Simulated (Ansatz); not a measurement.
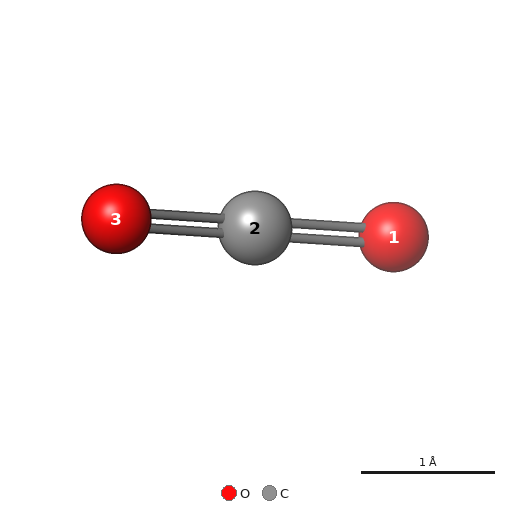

(Drawn from a calculation with Ansatz.)

Orthographic view. Depth is shown by fading: the farther an atom, the more it takes the colour of the background. Geometry: a fixed input geometry, not necessarily a minimum.

Write a MOL file (V2000) with the atoms in numerical order, bonds sorted by atom number with the orders drawn, and coordinates in the frame of the picture: x right, y up, z towards the viewer, origin at the mean position.

```
CO2
                    3D

  3  2  0  0  0  0  0  0  0  0999 V2000
    1.0400   -0.0700   -0.5000 O   0  0  0  0  0  0  0  0  0  0  0  0
    0.0000    0.0000    0.0000 C   0  0  0  0  0  0  0  0  0  0  0  0
   -1.0400    0.0700    0.5000 O   0  0  0  0  0  0  0  0  0  0  0  0
  1  2  2  0
  2  3  2  0
M  END
```
